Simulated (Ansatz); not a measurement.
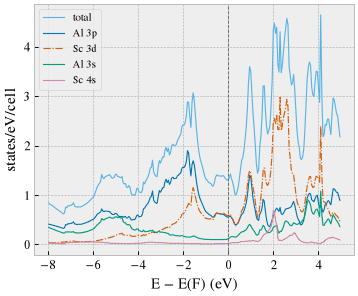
Total and projected density of states of ScAl₃ (Cu3Au type, Pm-3m), the program Ansatz at the PBEsol level (PAW)

Problem. Which orbitals carry the states next to the Fermi level?

Solution. Within 0.5 eV of the Fermi level: Sc 3d 43 %, Al 3p 42 %, Al 3s 10 %. Projections are on Löwdin-orthogonalised atomic valence shells; empty p or d shells of many metals are not among them.

Problem. Where is the tallest occupied peak in this window, and what makes it?

Solution. Near -1.5 eV, about 3.1 states/eV per cell; the largest projected share is Al 3p.

Symmetry was held in the PBEsol relaxation. The run is not spin-polarised.

Potentials: the earlier of the program's two PAW sets. The files were generated under PBE; for other functionals the program regenerates the frozen cores, and for LDA and PBEsol the local potential too.
